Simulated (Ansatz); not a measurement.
# Calculations on B₂H₃SCl

Part 1: Relaxation

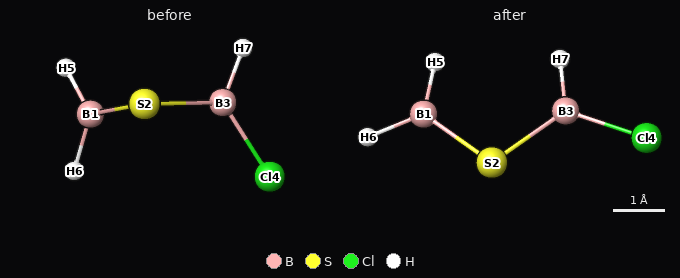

The structure of B2H3SCl before (left) and after (right) a relaxation, at one scale.

The picture is a ball-and-stick view, seen at a tilt.

The run prepares an end point of a later path (torsion) calculation, from a guessed geometry.

Theory: RKS PBE/6-31G* in Ansatz. (no spin polarisation; force threshold 0.015 eV/Å; at most 40 steps)

**Describe what moved and what it gained.**

Over 15 accepted moves (16 points after the start) the energy falls by 1.130 eV. Largest force component: 1.2 eV/Å at the start, 0.011 eV/Å at the end. The line search rejected the trial step at point 11 of the run. The largest move after the best rigid fit is that of S2, 1.39 Å. Largest moves by element: S 1.39 Å, Cl 1.27 Å, H 1.24 Å, B 0.20 Å. Among the contacts that change: S2–B3 1.889 → 1.827 Å, B1–H6 1.236 → 1.201 Å, B1–S2 1.824 → 1.809 Å, B3–H7 1.210 → 1.198 Å. Among the angles between lasting bonds that change: B1–S2–B3 90.9° → 101.7°, H5–B1–H6 114.7° → 123.1°, S2–B1–H6 121.2° → 116.2°. Groups turn about B1–S2 by about 90°, S2–B3 by about 90°.

Part 2: Relaxation

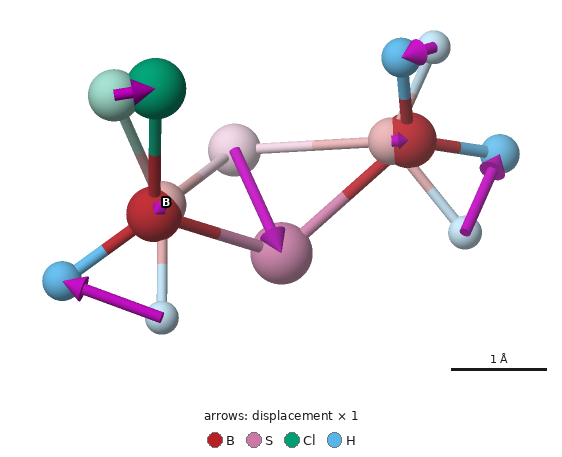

A relaxation of B$_{2}$H$_{3}$SCl. The starting structure is drawn faded, the final one solid; purple arrows show the displacements, at their true length. The two geometries are superimposed by the best rigid fit.

A ball-and-stick model, seen at a tilt.

The run prepares an end point of a later path (torsion) calculation, from a guessed geometry.

All numbers below come from RKS PBE/6-31G* (Ansatz 0.2.0). Set-up: no spin polarisation; force threshold 0.015 eV/Å; at most 40 steps.

Describe the change and its energy.

Answer. After 19 accepted moves (20 points after the start) the energy has fallen by 25.0 kcal/mol. The largest force component goes from 1.2 to 0.0093 eV/Å. The line search rejected the trial step at point 1 of the run. The largest move after the best rigid fit is that of the S atom, 1.30 Å. By element the largest moves are S 1.30 Å, H 1.14 Å, Cl 0.44 Å, B 0.18 Å. Among the contacts that change: B–S 1.889 → 1.829 Å, B–H 1.236 → 1.201 Å, B–S 1.824 → 1.810 Å, B–H 1.210 → 1.199 Å. Bond angles that change, for instance: B–S–B 90.9° → 107.8°, H–B–H 114.7° → 123.1°, S–B–H 121.2° → 115.4°. Groups turn about B–S by about 90°, B–S by about 90°. The run took of the order of 24 core-seconds on a shared host.

Part 3: Path

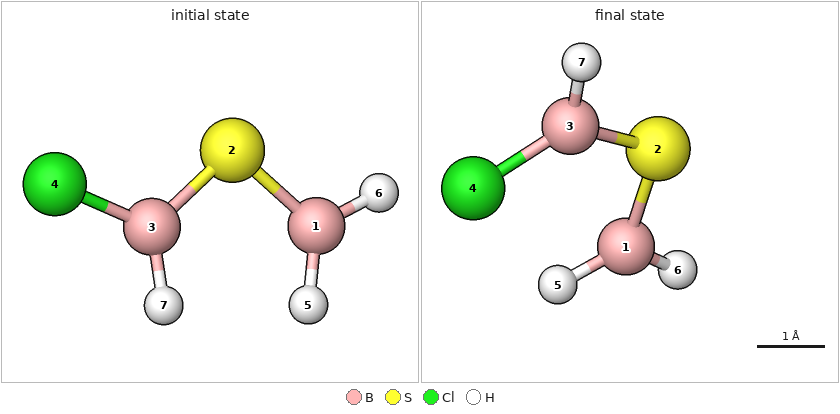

The two relaxed end points of a path for B$_{2}$H$_{3}$SCl. A ball-and-stick model, seen at a tilt.

Level of theory: RKS PBE/6-31G* (Ansatz 0.2.0).

Input
```yaml
crystal:
  periodic: [false, false, false]
  atoms:
    - { symbol: B, position_ang: [-0.268015, 1.45135, -0.078845] }
    - { symbol: S, position_ang: [-0.544411, 0.03707, 1.0151] }
    - { symbol: B, position_ang: [0.24837, -1.31596, 0.0783] }
    - { symbol: Cl, position_ang: [0.226999, -2.943337, 0.735515] }
    - { symbol: H, position_ang: [0.319664, 1.317755, -1.116924] }
    - { symbol: H, position_ang: [-0.70358, 2.505432, 0.297027] }
    - { symbol: H, position_ang: [0.782273, -1.12021, -0.975774] }
basis:
  gaussian: { orbitals: "6-31G*" }
hamiltonian:
  xc: pbe
neb:
  order_check: false
  images: 9
  f_tol: 0.03
  max_iterations: 60
  initial_path: idpp
  final_atoms:
    - { symbol: B, position_ang: [-0.22480975, 1.44863003, -0.17561749] }
    - { symbol: S, position_ang: [-0.53482502, 0.13447509, 1.03000593] }
    - { symbol: B, position_ang: [0.14132671, -1.42137736, 0.34539694] }
    - { symbol: Cl, position_ang: [0.95060366, -1.59870386, -1.19914536] }
    - { symbol: H, position_ang: [0.33349618, 1.22880272, -1.21284707] }
    - { symbol: H, position_ang: [-0.61619832, 2.53905429, 0.13909239] }
    - { symbol: H, position_ang: [0.01170653, -2.3987809, 1.02751366] }
```

Launched with:
```bash
ansatz run input.yaml --threads 1 --pin off --max-ram 2048MiB --backend cpu --events-out ev --progress --plain --runs-dir out
```

### Predict the minimum-energy path and its barrier.

The energy climbs by 0.276 eV to image 5 and then falls by 0.217 eV, so the end point sits at +0.059 eV. The motion is a rotation about the S2–B3 bond by about 180°. No bond forms or breaks between the ends. Among the angles between lasting bonds that change up to the highest image: B1–S2–B3 101.7° → 96.3°, S2–B3–Cl4 119.3° → 121.6°. The band converged in 9 iterations, with a climbing image at the top. At the top, the vibrational analysis gives one imaginary mode (143i cm⁻¹), as a transition state must have.

Energies of the converged images:

| image | path (Å) | E (eV) |
| --- | --- | --- |
| 0 | 0.00 | 0.000 |
| 1 | 0.46 | 0.028 |
| 2 | 0.92 | 0.096 |
| 3 | 1.37 | 0.178 |
| 4 | 1.83 | 0.247 |
| 5 | 2.29 | 0.276 |
| 6 | 2.69 | 0.252 |
| 7 | 3.10 | 0.188 |
| 8 | 3.50 | 0.117 |
| 9 | 3.90 | 0.073 |
| 10 | 4.31 | 0.059 |

The geometry at the top of the path:

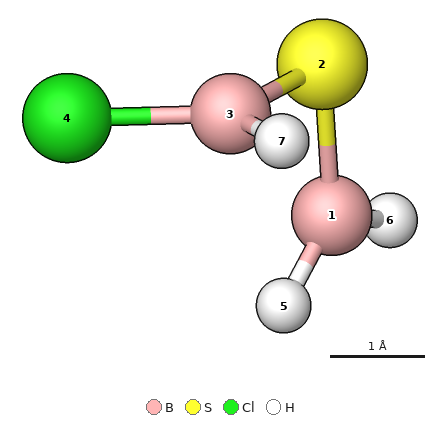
